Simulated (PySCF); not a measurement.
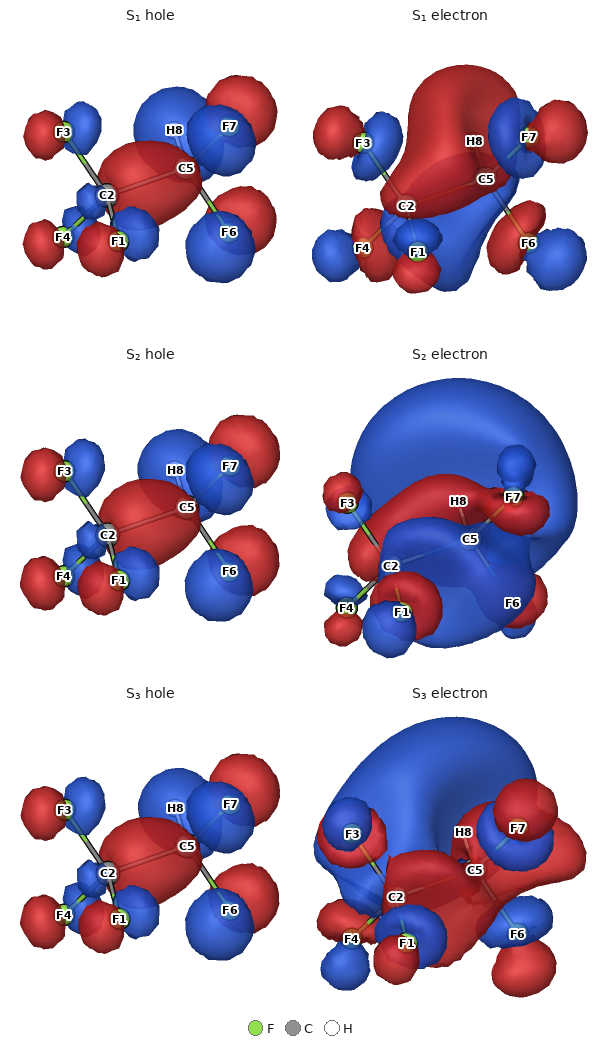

Figure 1: C2HF5, SMILES `FC(F)(F)C(F)F`. Leading natural transition orbitals (full linear response singlet states).

Level of theory: B3LYP/def2-SVP (PySCF), at a geometry from GFN2-xTB. No frequency check shows the geometry to be a minimum. Without diffuse functions Rydberg states are missing, so the states' numbers hold for this basis only.

Geometry (Å), atoms numbered from 1:

```
F1       0.7764    0.0007    1.3123
C2       0.6175    0.0000   -0.0034
F3       1.2340   -1.0760   -0.4958
F4       1.2345    1.0752   -0.4969
C5      -0.8724   -0.0007   -0.4281
F6      -1.4838    1.0854    0.0683
F7      -1.4844   -1.0844    0.0693
H8      -0.9610   -0.0043   -1.5261
```

Q: Describe these excited states.

A: By state:
- S₁: 10.42 eV (119 nm), f = 0.003; the leading pair carries 99 %; hole on F6 and F7 (21 % each), C5 (19 %) and C2 (12 %), electron on C5 (31 %), C2 (18 %) and F6 and F7 (13 % each); their centroids lie 0.3 Å apart; S₂ lies within 0.1 eV of it.
- S₂: 10.47 eV (118 nm), f = 0.117 (bright); the leading pair carries 99 %; hole on F6 and F7 (21 % each), C5 (17 %) and C2 (13 %), electron on H8 (41 %), C5 (28 %) and C2 (11 %); their centroids lie 0.9 Å apart; S₁ lies within 0.1 eV of it.
- S₃: 11.56 eV (107 nm), f = 0.014; the leading pair carries 96 %; hole on F6 and F7 (22 % each), C5 (17 %) and C2 (13 %), electron on H8 (28 %), C5 (26 %) and C2 (14 %); their centroids lie 0.8 Å apart.
